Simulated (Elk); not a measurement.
Band structure of Cu3N (Pm-3m, 4 atoms in the cell).

```yaml
crystal:
  lattice:
    - [3.74986, 0.00000, 0.00000]
    - [0.00000, 3.74986, 0.00000]
    - [0.00000, 0.00000, 3.74986]
  atoms:
    - { symbol: Cu, position: [0.00000, 0.00000, 0.50000] }
    - { symbol: Cu, position: [0.50000, 0.00000, 0.00000] }
    - { symbol: Cu, position: [0.00000, 0.50000, 0.00000] }
    - { symbol: N, position: [0.00000, 0.00000, 0.00000] }
```

Level of theory: PBE, all-electron FP-LAPW, Elk's shipped species files, default APW+lo basis (Elk).

Settings: xctype = 20; rgkmax = 7; stype = 3; swidth = 0.00499791 Ha; ngridk = 6 6 6.

The starting cell comes from a database of computed structures (which also holds hypothetical and non-ambient phases and stackings), without a prior relaxation at this level. Its lattice was rescaled by a random factor within 2.5 % of one. Spin polarisation is off. Values depend on the basis (sphere radii, cutoffs, local orbitals), which need not be converged. The run gives no clean gap (levels at the Fermi energy touch, overlap or are partly filled at this smearing), which alone does not show that the compound is a metal.

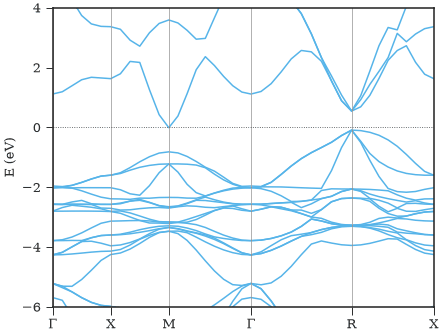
Figure. Bands along the path, energies from the Fermi level.

Levels in eV from the Fermi level, bands 25 to 32:
```
point     25     26     27     28     29    30    31    32
-----  -----  -----  -----  -----  -----  ----  ----  ----
Γ      -2.02  -2.02  -2.02  -1.96   1.11  5.35  5.35  6.60
X      -2.39  -2.02  -1.60  -1.60   1.63  3.37  6.87  7.22
M      -2.34  -1.22  -1.22  -0.82  -0.01  3.59  4.90  4.90
R      -2.06  -0.09  -0.09  -0.09   0.55  0.55  0.55  6.24
```

No band crosses the Fermi level by more than 0.03 eV along this path.
